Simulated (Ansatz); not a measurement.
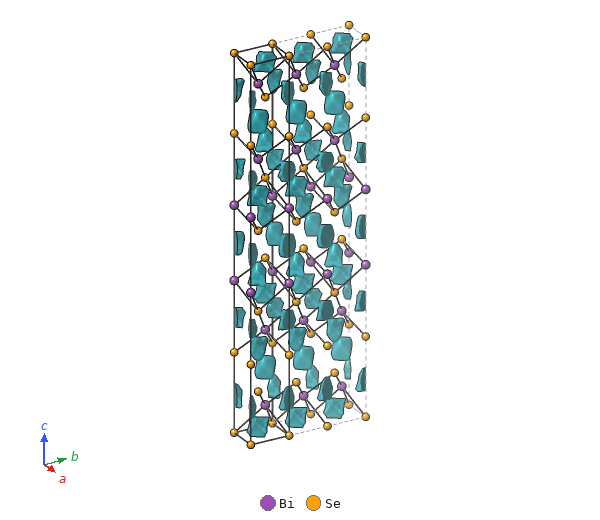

Bond-valence mismatch map for Li+ in Bi$_{2}$Se$_{3}$ in space group R-3m: the teal surface encloses the points where |V − 1| < 0.6 v.u. (1×3×1 cells, view slightly off an axis). Pale faces close the region where the drawn box cuts it.

At each point the valence sum V of a Li+ ion is computed from the anions within 5 Å (s = exp((R0 − d)/b), R0 fitted to published crystal structures with b = 0.37 Å; R0: Li+–Se 2.032 Å). Points too close to the other cations are excluded (2.0 Å from Bi). Li+ is a guest here, not part of the formula. This is an empirical screen for pathways, not an energy calculation.

Source of the atomic positions: a calculation's input that goes back to an entry of the Crystallography Open Database (an earlier step may have relaxed or displaced it).

```
CELL_PARAMETERS angstrom
4.14300 0.00000 0.00000
-2.07150 3.58794 0.00000
0.00000 0.00000 28.63599
ATOMIC_POSITIONS crystal
Bi 0.66667 0.33333 0.73413
Bi 0.66667 0.33333 0.93253
Se 0.00000 0.00000 0.00000
Se 0.33333 0.66667 0.87837
Se 0.00000 0.00000 0.78830
Bi 0.33333 0.66667 0.06747
Bi 0.33333 0.66667 0.26587
Se 0.66667 0.33333 0.33333
Se 0.00000 0.00000 0.21170
Se 0.66667 0.33333 0.12163
Bi 0.00000 0.00000 0.40080
Bi 0.00000 0.00000 0.59920
Se 0.33333 0.66667 0.66667
Se 0.66667 0.33333 0.54503
Se 0.33333 0.66667 0.45497
```

Q: What pathways for Li+ does the map suggest at this level?

A: No path at this level: the regions are isolated pockets that do not connect across cells.

Q: At which mismatch do paths open?

A: From a mismatch of about 0.70 v.u. the regions form a two-dimensional network in layers parallel to (001). No third dimension opens below 0.7 v.u. These are grid estimates, good to about 0.1 v.u.
